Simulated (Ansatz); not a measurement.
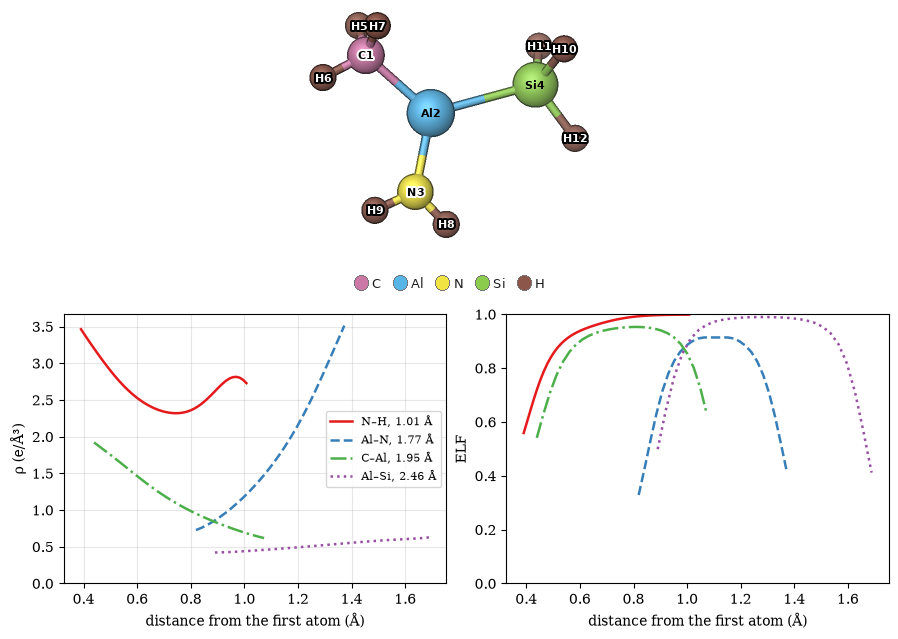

CH₈AlNSi (SMILES [CH3][Al]([NH2])[SiH3]). Electron density and electron localisation function along straight lines between neighbouring atoms. The curves leave out the atomic cores. The structure is drawn too.

Geometry: PBE0-D4/def2-TZVP.

Computed with Ansatz 0.2.0, RKS PBE0-D4/def2-TZVPP.

```json
{"atom": "C", "x (Å)": "-1.0069", "y (Å)": "1.7555", "z (Å)": "0.1066"}
{"atom": "Al", "x (Å)": "-0.0474", "y (Å)": "0.0698", "z (Å)": "0.3229"}
{"atom": "N", "x (Å)": "0.2613", "y (Å)": "-0.5592", "z (Å)": "1.9495"}
{"atom": "Si", "x (Å)": "0.7945", "y (Å)": "-1.2924", "z (Å)": "-1.5386"}
{"atom": "H", "x (Å)": "-1.9245", "y (Å)": "1.6146", "z (Å)": "-0.4736"}
{"atom": "H", "x (Å)": "-1.2837", "y (Å)": "2.2025", "z (Å)": "1.0651"}
{"atom": "H", "x (Å)": "-0.4021", "y (Å)": "2.4858", "z (Å)": "-0.4404"}
{"atom": "H", "x (Å)": "0.7468", "y (Å)": "-1.4195", "z (Å)": "2.1462"}
{"atom": "H", "x (Å)": "-0.0171", "y (Å)": "-0.1141", "z (Å)": "2.8098"}
{"atom": "H", "x (Å)": "1.7839", "y (Å)": "-0.5470", "z (Å)": "-2.3724"}
{"atom": "H", "x (Å)": "-0.2995", "y (Å)": "-1.7116", "z (Å)": "-2.4645"}
{"atom": "H", "x (Å)": "1.4715", "y (Å)": "-2.5397", "z (Å)": "-1.0765"}
```

> What can be read from the curves?

N–H (1.01 Å): the density is about 2.9 e/Å³ at the midpoint; the ELF climbs to about 1 towards the hydrogen, as it does in any bond to H (a covalent bond by its length).
Al–N (1.77 Å): ρ at the midpoint is about 0.85 e/Å³; the ELF peaks at about 0.90 between the atoms, as expected for a shared but strongly polarised pair.
C–Al (1.95 Å): ρ is about 0.72 e/Å³ halfway; the ELF peaks at about 0.95 between the atoms; a shared but strongly polarised pair.
Al–Si (2.46 Å): the density is about 0.5 e/Å³ at the midpoint; the ELF peaks at about 1 between the atoms; a covalent bond.
